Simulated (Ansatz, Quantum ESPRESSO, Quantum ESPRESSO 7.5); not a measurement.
**Evanescent states of CdTe, zinc blende type, lattice constant set to 6.325 Å**

Wanted: the complex band structure of CdTe, zinc blende type, lattice constant set to 6.325 Å, as for a tunnel barrier.

Program: Quantum ESPRESSO 7.5. Level of theory: plane-wave DFT, LDA, GBRV ultrasoft pseudopotentials (cross-check by Ansatz 0.2.0 with PAW datasets). Results are calculated unless marked as measured.

## (1) The starting structure

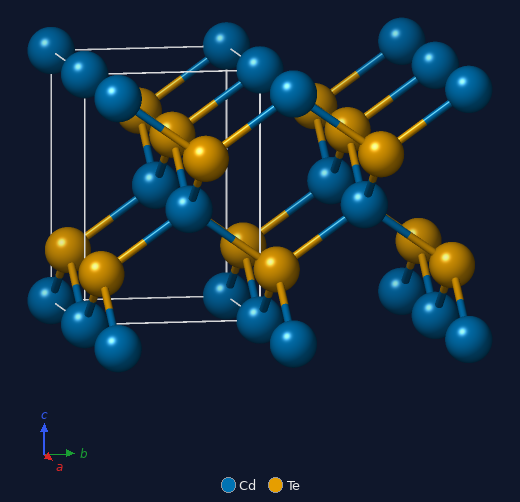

The starting structure, seen from the side, with the c axis up (cadmium blue, tellurium orange). 2×2×1 cells are drawn. Some periodic images of atoms are drawn too.

## (2) SCF with pw.x

pwcond needs a cell whose third axis lies along the current and stands perpendicular to the other two.

Input file scf.in:

```
&control
  prefix = 'scf'
  outdir = './out'
  pseudo_dir = './pseudo'
  calculation = 'scf'
  tprnfor = .true.
/
&system
  ibrav = 0
  nat = 4
  ntyp = 2
  ecutwfc = 40
  ecutrho = 200
  occupations = 'fixed'
  nbnd = 22
/
&electrons
  conv_thr = 1e-09
  mixing_beta = 0.6
  electron_maxstep = 120
/
ATOMIC_SPECIES
  Cd  112.4140  cd_lda_v1.uspp.F.UPF
  Te  127.6000  te_lda_v1.uspp.F.UPF
CELL_PARAMETERS angstrom
  4.47245039100491 0.00000000000000 0.00000000000000
  0.00000000000000 4.47245039100491 0.00000000000000
  0.00000000000000 0.00000000000000 6.32500000000000
ATOMIC_POSITIONS crystal
  Cd  0.000000000000 0.000000000000 0.000000000000
  Te  0.500000000000 0.000000000000 0.250000000000
  Cd  0.500000000000 0.500000000000 0.500000000000
  Te  0.000000000000 0.500000000000 0.750000000000
K_POINTS automatic
  6 6 4 0 0 0
```

The run is started by

```sh
> OMP_NUM_THREADS=1 mpirun -n 2 pw.x -nk 2 -in scf.in > scf.out
```

Output:

```text
Program PWSCF v.7.5 starts
[citation notice left out]

     Parallel version (MPI & OpenMP), running on       2 processor cores
     Number of MPI processes:                 2
     Threads/MPI process:                     1

     MPI processes distributed on     1 nodes
[...]
Current dimensions of program PWSCF are:
     Max number of different atomic species (ntypx) = 10
     Max number of k-points (npk) =  40000
     Max angular momentum in pseudopotentials (lmaxx) =  4
     Found identity + ( -0.5000 -0.5000 -0.5000) symmetry
     This is a supercell, fractional translations are disabled
     Message from routine setup:
     using ibrav=0 with symmetry is DISCOURAGED, use correct ibrav instead

     K-points division:     npool     =       2
     Subspace diagonalization in iterative solution of the eigenvalue problem:
     a serial algorithm will be used

     G-vector sticks info
     --------------------
     sticks:   dense  smooth     PW     G-vecs:    dense   smooth      PW
     Sum        1129     901    277                40621    29125    4767

     Using Slab Decomposition

     bravais-lattice index     =            0
     lattice parameter (alat)  =       8.4517  a.u.
     unit-cell volume          =     853.7844 (a.u.)^3
     number of atoms/cell      =            4
     number of atomic types    =            2
     number of electrons       =        36.00
     number of Kohn-Sham states=           22
     kinetic-energy cutoff     =      40.0000  Ry
     charge density cutoff     =     200.0000  Ry
     scf convergence threshold =      1.0E-09
     mixing beta               =       0.6000
     number of iterations used =            8  plain     mixing
     Exchange-correlation= SLA  PZ   NOGX NOGC
                           (   1   1   0   0   0   0   0)

     celldm(1)=   8.451706  celldm(2)=   0.000000  celldm(3)=   0.000000
     celldm(4)=   0.000000  celldm(5)=   0.000000  celldm(6)=   0.000000

     crystal axes: (cart. coord. in units of alat)
               a(1) = (   1.000000   0.000000   0.000000 )
               a(2) = (   0.000000   1.000000   0.000000 )
               a(3) = (   0.000000   0.000000   1.414214 )

     reciprocal axes: (cart. coord. in units 2 pi/alat)
               b(1) = (  1.000000  0.000000  0.000000 )
               b(2) = (  0.000000  1.000000  0.000000 )
               b(3) = (  0.000000  0.000000  0.707107 )

     PseudoPot. # 1 for Cd read from file:
     ./pseudo/cd_lda_v1.uspp.F.UPF
     Pseudo is Ultrasoft + core correction, Zval = 12.0
     Generated by new atomic code, or converted to UPF format
     Using radial grid of  889 points,  6 beta functions with:
                l(1) =   0
                l(2) =   0
                l(3) =   1
                l(4) =   1
                l(5) =   2
                l(6) =   2
     Q(r) pseudized with  6 coefficients,  rinner =    1.000   1.000   1.000
                                                       1.000   1.000

     PseudoPot. # 2 for Te read from file:
     ./pseudo/te_lda_v1.uspp.F.UPF
     Pseudo is Ultrasoft + core correction, Zval =  6.0
     Generated by new atomic code, or converted to UPF format
     Using radial grid of  891 points,  5 beta functions with:
                l(1) =   0
                l(2) =   0
                l(3) =   1
                l(4) =   1
                l(5) =   2
     Q(r) pseudized with  6 coefficients,  rinner =    1.800   1.800   1.800
                                                       1.800   1.800

     atomic species   valence    mass     pseudopotential
     Cd               12.00   112.41400     Cd( 1.00)
     Te                6.00   127.60000     Te( 1.00)

      8 Sym. Ops. (no inversion) found

   Cartesian axes

     site n.     atom                  positions (alat units)
         1        Cd     tau(   1) = (   0.0000000   0.0000000   0.0000000  )
         2        Te     tau(   2) = (   0.5000000   0.0000000   0.3535534  )
         3        Cd     tau(   3) = (   0.5000000   0.5000000   0.7071068  )
         4        Te     tau(   4) = (   0.0000000   0.5000000   1.0606602  )

     number of k points=    30
                       cart. coord. in units 2pi/alat
        k(    1) = (   0.0000000   0.0000000   0.0000000), wk =   0.0138889
        k(    2) = (   0.0000000   0.0000000   0.1767767), wk =   0.0277778
        k(    3) = (   0.0000000   0.0000000  -0.3535534), wk =   0.0138889
        k(    4) = (   0.0000000   0.1666667   0.0000000), wk =   0.0555556
        k(    5) = (   0.0000000   0.1666667   0.1767767), wk =   0.1111111
        k(    6) = (   0.0000000   0.1666667  -0.3535534), wk =   0.0555556
        k(    7) = (   0.0000000   0.3333333   0.0000000), wk =   0.0555556
        k(    8) = (   0.0000000   0.3333333   0.1767767), wk =   0.1111111
        k(    9) = (   0.0000000   0.3333333  -0.3535534), wk =   0.0555556
        k(   10) = (   0.0000000  -0.5000000   0.0000000), wk =   0.0277778
[...]
k(   30) = (  -0.5000000  -0.5000000  -0.3535534), wk =   0.0138889

     Dense  grid:    40621 G-vectors     FFT dimensions: (  40,  40,  54)

     Smooth grid:    29125 G-vectors     FFT dimensions: (  36,  36,  50)

     Estimated max dynamical RAM per process >     108.49 MB

     Estimated total dynamical RAM >     207.05 MB

     Initial potential from superposition of free atoms

     starting charge      34.9996, renormalised to      36.0000

     negative rho (up, down):  3.852E-02 0.000E+00
     Starting wfcs are   26 randomized atomic wfcs

     total cpu time spent up to now is        1.8 secs

     per-process dynamical memory:    50.3 Mb

     Self-consistent Calculation

     iteration #  1     ecut=    40.00 Ry     beta= 0.60
     Davidson diagonalization with overlap
     ethr =  1.00E-02,  avg # of iterations =  2.7

     Threshold (ethr) on eigenvalues was too large:
     Diagonalizing with lowered threshold

     Davidson diagonalization with overlap
     ethr =  4.41E-04,  avg # of iterations =  2.0

     negative rho (up, down):  3.723E-02 0.000E+00

     total cpu time spent up to now is        4.2 secs

     total energy              =    -282.15670671 Ry
     estimated scf accuracy    <       0.16602980 Ry

     iteration #  2     ecut=    40.00 Ry     beta= 0.60
[...]
negative rho (up, down):  3.809E-02 0.000E+00

[...]
total energy              =    -282.21545385 Ry
     estimated scf accuracy    <       0.03748321 Ry

     iteration #  3     ecut=    40.00 Ry     beta= 0.60
[...]
negative rho (up, down):  3.850E-02 0.000E+00

[...]
total energy              =    -282.22099711 Ry
     estimated scf accuracy    <       0.00120031 Ry

     iteration #  4     ecut=    40.00 Ry     beta= 0.60
[...]
negative rho (up, down):  3.847E-02 0.000E+00

[...]
total energy              =    -282.22138573 Ry
     estimated scf accuracy    <       0.00055590 Ry

     iteration #  5     ecut=    40.00 Ry     beta= 0.60
[...]
negative rho (up, down):  3.851E-02 0.000E+00

[...]
total energy              =    -282.22157763 Ry
     estimated scf accuracy    <       0.00001617 Ry

     iteration #  6     ecut=    40.00 Ry     beta= 0.60
[...]
negative rho (up, down):  3.854E-02 0.000E+00

[...]
total energy              =    -282.22159201 Ry
     estimated scf accuracy    <       0.00000760 Ry

     iteration #  7     ecut=    40.00 Ry     beta= 0.60
[...]
negative rho (up, down):  3.856E-02 0.000E+00

[...]
total energy              =    -282.22159137 Ry
     estimated scf accuracy    <       0.00000192 Ry

     iteration #  8     ecut=    40.00 Ry     beta= 0.60
[...]
negative rho (up, down):  3.856E-02 0.000E+00

[...]
total energy              =    -282.22159220 Ry
     estimated scf accuracy    <       0.00000007 Ry

     iteration #  9     ecut=    40.00 Ry     beta= 0.60
[...]
negative rho (up, down):  3.856E-02 0.000E+00

[...]
total energy              =    -282.22159228 Ry
     estimated scf accuracy    <          4.1E-09 Ry

     iteration # 10     ecut=    40.00 Ry     beta= 0.60
[...]
negative rho (up, down):  3.856E-02 0.000E+00

[...]
total energy              =    -282.22159228 Ry
     estimated scf accuracy    <          3.1E-09 Ry

     iteration # 11     ecut=    40.00 Ry     beta= 0.60
[...]
negative rho (up, down):  3.856E-02 0.000E+00

[...]
End of self-consistent calculation

          k = 0.0000 0.0000 0.0000 (  3609 PWs)   bands (ev):

    -5.9967  -5.3566  -2.7718  -2.7718  -2.7717  -2.5955  -2.5612  -2.5612
    -2.4482  -2.4478  -2.4000  -1.8935   0.9759   3.5814   3.5814   5.7499
     5.7506   5.7506   6.4709   8.0047   8.2269  10.1560

          k = 0.0000 0.0000 0.1768 (  3648 PWs)   bands (ev):

    -5.9027  -5.4473  -2.7443  -2.7443  -2.7275  -2.5958  -2.5958  -2.5845
    -2.4572  -2.4409  -2.4072  -2.1406   1.5679   3.8206   3.8206   4.3892
     5.2980   5.2980   7.8478   8.0852   8.5737   9.4947

          k = 0.0000 0.0000-0.3536 (  3656 PWs)   bands (ev):

    -5.6737  -5.6737  -2.6735  -2.6735  -2.6735  -2.6735  -2.6050  -2.6050
    -2.4321  -2.4321  -2.4241  -2.4241   2.8574   2.8574   4.4697   4.4697
     4.4697   4.4697   8.5532   8.5532   8.9234   8.9234

          k = 0.0000 0.1667 0.0000 (  3659 PWs)   bands (ev):

    -5.9135  -5.3601  -2.7580  -2.7490  -2.7196  -2.6161  -2.5761  -2.5353
    -2.4528  -2.4452  -2.4125  -1.8438   1.0226   3.0641   3.7491   4.3295
     5.3002   5.6559   7.5707   8.2471   9.2509  10.0019

          k = 0.0000 0.1667 0.1768 (  3648 PWs)   bands (ev):

    -5.8310  -5.4378  -2.7416  -2.7362  -2.6477  -2.6357  -2.6094  -2.5347
    -2.4529  -2.4443  -2.4142  -2.0613   1.4206   3.4439   3.4501   3.9676
     5.2807   5.3927   7.7415   8.4268   9.4197  10.2435

          k = 0.0000 0.1667-0.3536 (  3662 PWs)   bands (ev):

    -5.6322  -5.6322  -2.6941  -2.6941  -2.6782  -2.6782  -2.5276  -2.5276
    -2.4264  -2.4264  -2.3871  -2.3871   2.3156   2.3156   4.4273   4.4273
     4.5549   4.5549   8.5800   8.5800   9.6485   9.6485

[...]
highest occupied, lowest unoccupied level (ev):     5.7506    6.4709

!    total energy              =    -282.22159228 Ry
     estimated scf accuracy    <          9.2E-11 Ry

     The total energy is the sum of the following terms:
     one-electron contribution =     -87.22072435 Ry
     hartree contribution      =      69.32812556 Ry
     xc contribution           =    -106.91379884 Ry
     ewald contribution        =    -157.41519465 Ry

     convergence has been achieved in  11 iterations

     negative rho (up, down):  3.856E-02 0.000E+00

     Forces acting on atoms (cartesian axes, Ry/au):

     atom    1 type  1   force =     0.00000000    0.00000000    0.00000000
     atom    2 type  2   force =     0.00000000    0.00000000   -0.00000008
     atom    3 type  1   force =     0.00000000    0.00000000    0.00000000
     atom    4 type  2   force =     0.00000000    0.00000000    0.00000008

     Total force =     0.000000     Total SCF correction =     0.000002
     SCF correction compared to forces is large: reduce conv_thr to get better values

[...]
=------------------------------------------------------------------------------=
   JOB DONE.
=------------------------------------------------------------------------------=
```

The job ended after 21 s (2 MPI ranks of Intel Xeon Platinum 8488C (Sapphire Rapids), shared host; peak memory 0.32 GiB; 42 s of CPU time).

Numbers from this step:

* free energy: -3839.8204 eV
* valence top, on the run's zero: 5.751 eV
* conduction bottom, on the run's zero: 6.471 eV
* gap by band count: 0.7203 eV

The program's own clock; routines nest. Time by routine:

```
     routine  wall time (s)  calls
       PWSCF          20.74      1
   electrons          18.67      1
     c_bands          14.72     12
     cegterg          12.78    180
       h_psi           9.45    817
    vloc_psi           7.66    817
        fftw           7.64  28130
    sum_band           2.97     12
    init_run           1.65      1
      calbec           1.28   1057
        newd           0.96     12
h_psi:calbec           0.94    817
  add_vuspsi           0.76    817
       s_psi           0.72    817
```

The run needed 11 iterations to bring the estimated error under 1e-09 Ry.

(Part 1 of 3 ends here.)

[Logs are printed without paths, hosts, clocks, repeated set-up lines and the standing remarks that a program may print on its own settings, such as how far it seeks lower states.]

[Hosts, paths, dates, database ids (printed as entryN), source tags and the programs' standing remarks are cut or masked in the printed files.]

[Maps of the electrostatic potential energy from Ansatz leave out the sawtooth potential of an applied field or a dipole correction, so their vacuum need not be flat; planar profiles and work functions include it.]
